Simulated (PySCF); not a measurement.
## A study: C7H4BrF, SMILES `C#C/C(Br)=C\C#CCF`

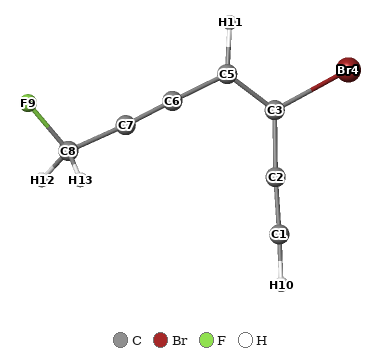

The molecule, with its atoms numbered as below. No frequency check shows the geometry to be a minimum.

Geometry (Å), atoms numbered from 1:

```
C1       0.5464   -2.7103   -0.0001
C2       0.6267   -1.5109   -0.0003
C3       0.7985   -0.1192   -0.0004
Br4      2.6236    0.4760    0.0002
C5      -0.1980    0.7815   -0.0006
C6      -1.5468    0.4016   -0.0007
C7      -2.7000    0.0513   -0.0005
C8      -4.1031   -0.2974    0.0002
F9      -4.9011    0.8241    0.0001
H10      0.4454   -3.7543    0.0001
H11      0.0114    1.8419   -0.0005
H12     -4.3589   -0.8719   -0.8976
H13     -4.3581   -0.8711    0.9028
```

## 1. Bonding charge

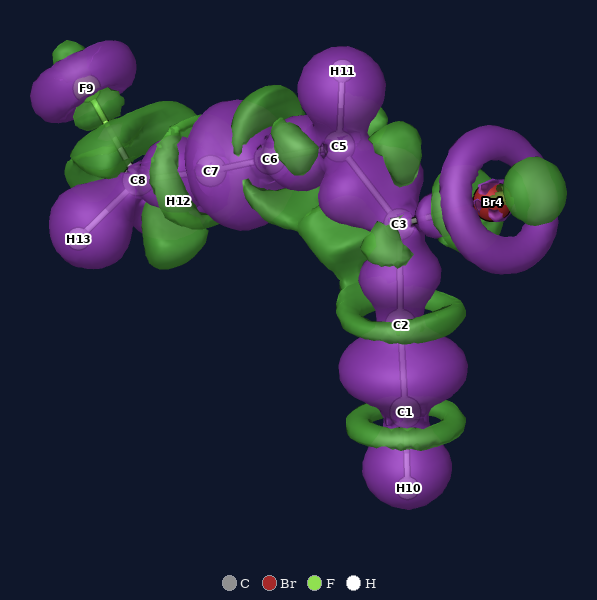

Deformation density (molecule less spherical, spin-averaged free atoms at the same positions), surfaces at ±0.08 e/Å³; purple: gain, green: loss.

Computed with PySCF, CAM-B3LYP/cc-pVDZ, geometry: GFN2-xTB.

> How much density has each bond gained at its critical point, relative to the free atoms?

The five largest and four smallest: C1–H10: +0.77 e/Å³ at the bond critical point (bond length 1.05 Å, Mayer order 1.1). C8–H12 and C8–H13: +0.75 e/Å³ at the bond critical point (bond length 1.10 Å, Mayer order 0.9). C5–H11: +0.74 e/Å³ at the bond critical point (bond length 1.08 Å, Mayer order 0.9). C1–C2: +0.73 e/Å³ at the bond critical point (bond length 1.20 Å, Mayer order 2.2). C6–C7: +0.72 e/Å³ at the bond critical point (bond length 1.21 Å, Mayer order 2.4). C5–C6: +0.53 e/Å³ at the bond critical point (bond length 1.40 Å, Mayer order 1.1). C7–C8: +0.52 e/Å³ at the bond critical point (bond length 1.45 Å, Mayer order 1.2). C3–Br4: +0.16 e/Å³ at the bond critical point (bond length 1.92 Å, Mayer order 1.1). C8–F9: −0.07 e/Å³ at the bond critical point (bond length 1.38 Å, Mayer order 1.1); up to 0.6 Å beside the axis the gain reaches +0.14 e/Å³. In all, 3.3 electrons gather in the regions of gain relative to the promolecule. A small or negative value marks a very polar bond, one between electron-rich atoms, whose free-atom densities already overlap strongly, a long bond to a heavier atom, or a closed-shell contact such as a hydrogen bond.

## 2. Bond critical points

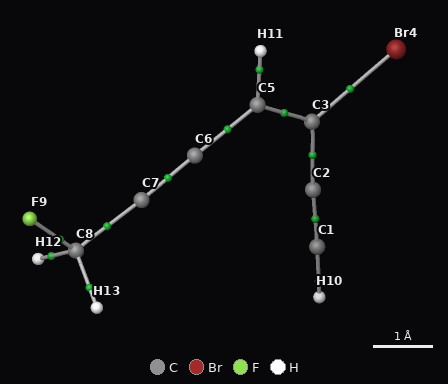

Molecular graph of the electron density (QTAIM): bond paths, bond critical points (green), ring points (magenta, if any); weak paths are dashed.

> How many critical points of each kind are there, and does the count close?

13 nuclei, 12 bond, 0 ring and 0 cage critical points: 13 − 12 + 0 − 0 = 1, as the Poincaré–Hopf relation requires.

> Give the properties at the bond critical points.

```csv
bond,length (Å),ρ (a.u.),∇²ρ (a.u.),ε,H (a.u.)
C1–C2,1.202,0.397,−1.03,0.03,−0.536
C6–C7,1.205,0.394,−1.01,0.02,−0.527
C3–C5,1.343,0.332,−0.84,0.40,−0.340
C2–C3,1.402,0.296,−0.75,0.08,−0.272
C5–C6,1.401,0.294,−0.74,0.08,−0.273
C1–H10,1.049,0.293,−1.24,0.00,−0.341
C5–H11,1.081,0.283,−1.11,0.02,−0.313
C8–H12 (2 alike),1.096,0.282,−1.09,0.04,−0.306
C7–C8,1.446,0.278,−0.69,0.07,−0.243
C8–F9,1.376,0.240,−0.18,0.08,−0.322
C3–Br4,1.920,0.158,−0.19,0.07,−0.101
```

> What kind of interaction is C8–H12?

Shared-shell (covalent): ρ = 0.282, ∇²ρ = −1.09, H = −0.306 a.u.

## 3. Local ionisation energy

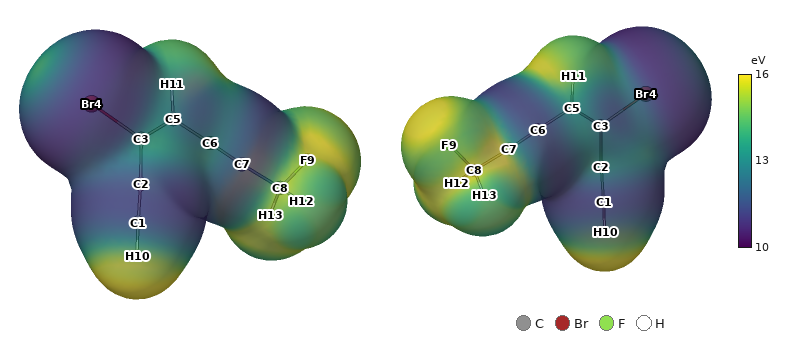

Average local ionisation energy on the surface of electron density 0.001 a.u. (back view left, front view right).

> Where are the most loosely bound electrons on this surface?

The lowest value is 10.5 eV, 2.2 Å from Br4, and at like points elsewhere. Further minima include 10.9 eV, 2.0 Å from C1; 11.0 eV, off the C6–C7 bond (2.1 Å from its atoms), and at like points elsewhere. For comparison, the highest occupied orbital lies at −7.9 eV.

> What volume does the surface enclose, and what is the dipole moment?

About 174 Å³; the dipole moment is 1.9 D.

## 4. In an electric field

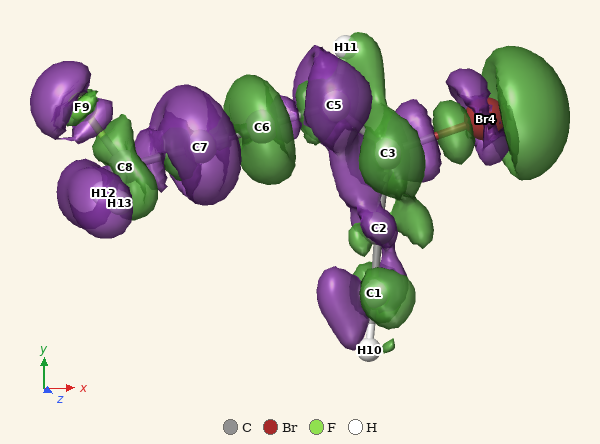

Change of the electron density in a uniform field of 0.41 V/Å, surfaces at ±0.004 e/Å³ (purple: gain, green: loss).

Computed with PySCF, HF/def2-SVP, geometry: GFN2-xTB. A basis without diffuse functions makes polarisabilities too small.

> Along which Cartesian direction does the field point?

Along +x: electrons gather on the −x side, against the field.

> How large is the response?

The induced dipole is 2.81 D (along the field); α along this axis, from the fields in both directions, is 138 bohr³ (20.4 Å³).

> Which atoms gain and lose the most charge?

Electrons gather most on C7 (Hirshfeld charge changes by −0.039 e) and leave Br4 most (+0.062 e); 0.223 electrons are displaced in all.

## 5. Localised orbitals

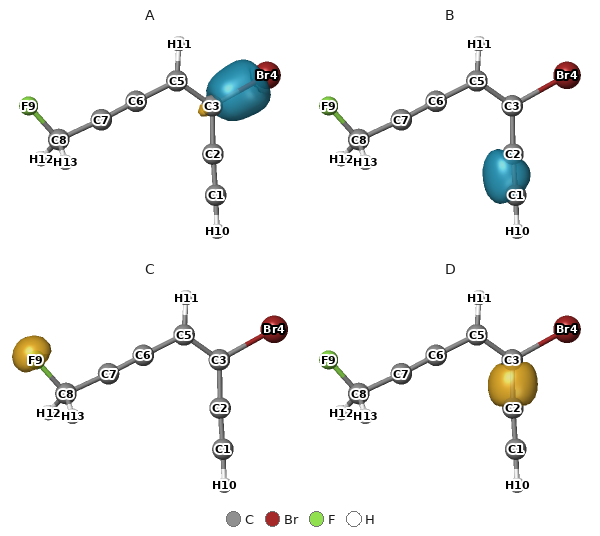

Intrinsic bond orbitals (IBO), occupied; each surface holds about 70 % of the orbital's density. Energies are diagonal elements of the Fock matrix.

Computed with PySCF, HF/def2-SVP, geometry: GFN2-xTB.

> Name the orbitals, with their atomic make-up and energies.

By panel:
- A: σ bond Br4–C3 (Br4 52 %, C3 47 %; −19.8 eV)
- B: σ bond C2–C1 (C2 50 %, C1 48 %; −23.4 eV)
- C: lone pair on F9 (sp0.4-type) (F9 100 %; −32.2 eV)
- D: σ bond C2–C3 (C2 50 %, C3 49 %; −24.3 eV)

The PySCF runs shown took 71 s, 27 s and 13 s on 1 thread of Intel(R) Xeon(R) Processor @ 2.50GHz (Skylake/Cascade Lake), on a shared host.
